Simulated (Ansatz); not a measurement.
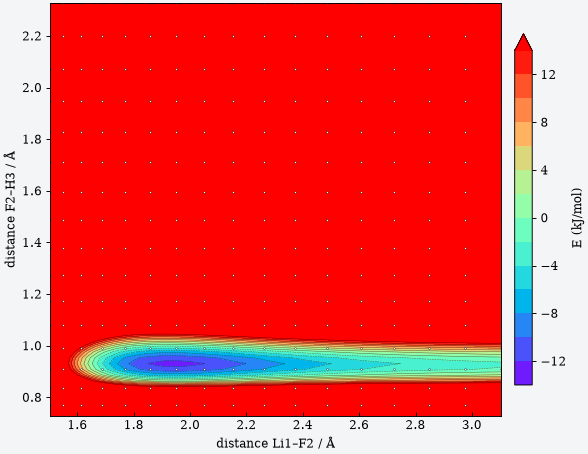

The system Li + FH, spin multiplicity 2. The first coordinate is: distance Li1–F2; the second: distance F2–H3. Nothing is relaxed (the angle Li1–F2–H3 is fixed at 180 degrees). The scan uses a 17 × 17 grid. Points are written as (first, second). All energies are given in kJ/mol relative to Li far from the relaxed FH (each part in its own basis). Theory: UHF-CCSD(T), frozen core/def2-TZVPD (Ansatz 0.2.0).

In the figure: filled contours, dots at the grid points, one colour for all values above the top of the scale. Between grid points the surface is interpolated.

### Where is the minimum, and how stiff is the well along each coordinate?

The interpolated minimum is at distance Li1–F2 ≈ 1.939 Å, distance F2–H3 ≈ 0.930 Å. The curvatures there are about 1.5 eV/Å² and 56 eV/Å², with a cross term of about 0.3 eV/Å². Round the minimum the two coordinates are nearly uncoupled. (1 eV is 96.5 kJ/mol.)
